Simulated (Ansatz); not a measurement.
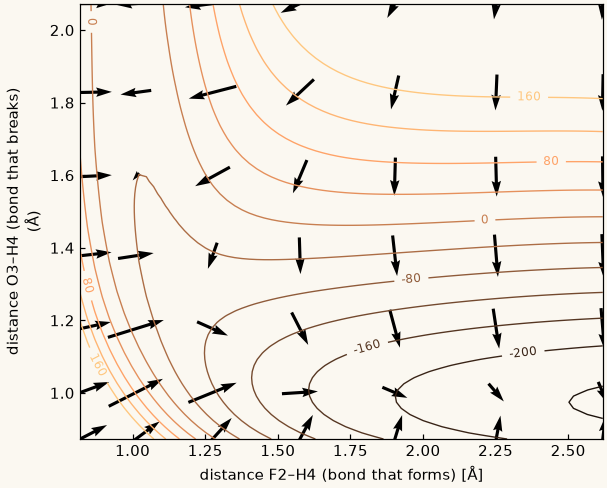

Energy landscape of the reacting system Cl₂FHOZr. 
- The first coordinate is: distance F2–H4 (bond that forms); the second: distance O3–H4 (bond that breaks).
- Relaxed at each point: all other coordinates.
- The grid has 7 × 7 points.
- Points are written as (first, second).
- All energies are given in kJ/mol relative to a guessed transition structure relaxed with its forming and breaking bonds held.
- The reference is spin-restricted, so regions where a bond is pulled apart into radicals lie too high.
- These are results of RKS PBE0-D4/def2-SVP (Ansatz), not measurements.

In the figure: contour lines labelled in kJ/mol (none above 160), arrows along the force (downhill), their lengths compressed. Between grid points the surface is interpolated. 

### Where are the wells?

The lowest grid point is at (2.619 Å, 1.001 Å), −243 kJ/mol from a guessed transition structure relaxed with its forming and breaking bonds held. It lies at the edge of the scanned range, so the true minimum may lie outside. The highest grid point, (0.819 Å, 0.873 Å), lies 859 kJ/mol above the lowest.

The input of one point:

```yaml
crystal:
  periodic: [false, false, false]
  atoms:
    - { symbol: Zr, position_ang: [-0.198304, 0.163717, 0.243539] }
    - { symbol: F, position_ang: [-1.386337, 0.224343, -1.227926] }
    - { symbol: O, position_ang: [1.294996, -0.73828, -0.537691] }
    - { symbol: H, position_ang: [0.971222, -0.889733, -1.472695] }
    - { symbol: Cl, position_ang: [0.4068, 2.320641, 0.963578] }
    - { symbol: Cl, position_ang: [-1.088479, -1.080889, 2.031197] }
basis:
  gaussian: { orbitals: def2-SVP }
hamiltonian:
  xc: pbe0
  dispersion: d4
output:
  forces: true
relax:
  f_tol: 0.02
  max_steps: 50
  escape_saddle: false
  constraints: [{ distance: [1, 3] }, { distance: [2, 3] }]
scf:
  lower_state_search: "off"
```

Time for the 49 points that were run: 18 min on 1 thread of Arm Neoverse V1, with other jobs on the host.
